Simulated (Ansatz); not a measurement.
Pulling on the As1–H2 bond in AsH3 (SMILES [AsH3]) (multiplicity 1 held, fragments rigid). Energies count from the point at 1.525 Å.
Geometry at that point (charge 0, multiplicity 1):
```tsv
atom	x (Å)	y (Å)	z (Å)
As	0.0004	0.0004	0.0708
H	-0.2814	1.2323	-0.7831
H	-0.9371	-0.8619	-0.7681
H	1.2044	-0.3827	-0.7836
```

R- and RO- levels are restricted; in cc, def2 and unpolarised 6-31G sets they are followed outwards from rest. Unrestricted levels (U-) break spin symmetry where that is lower. Active spaces are followed from a long bond inwards. Curves can end on different states.

Cores are frozen in the correlated methods. Filled d and f shells under p-block atoms count as core.

Programs: Ansatz (Gaussian basis) for Hartree–Fock, density functionals and correlated methods. 

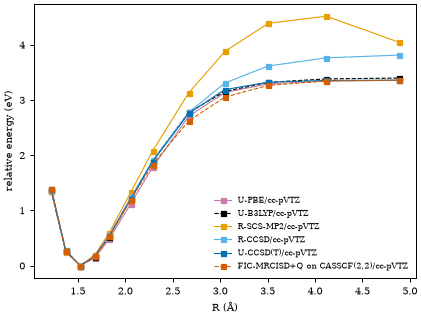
Fig. 1. Relative energy along the coordinate

Doubts at one or more of the structures used: a spin-contaminated determinant (U-PBE/cc-pVTZ, U-B3LYP/cc-pVTZ, U-CCSD(T)/cc-pVTZ); a restricted determinant that unrestricted orbitals would lower (R-SCS-MP2/cc-pVTZ, R-CCSD/cc-pVTZ); other coupled-cluster roots lie near (R-CCSD/cc-pVTZ); T1 above 0.05 (R-CCSD/cc-pVTZ, U-CCSD(T)/cc-pVTZ).

Ansatz is a first-principles code.
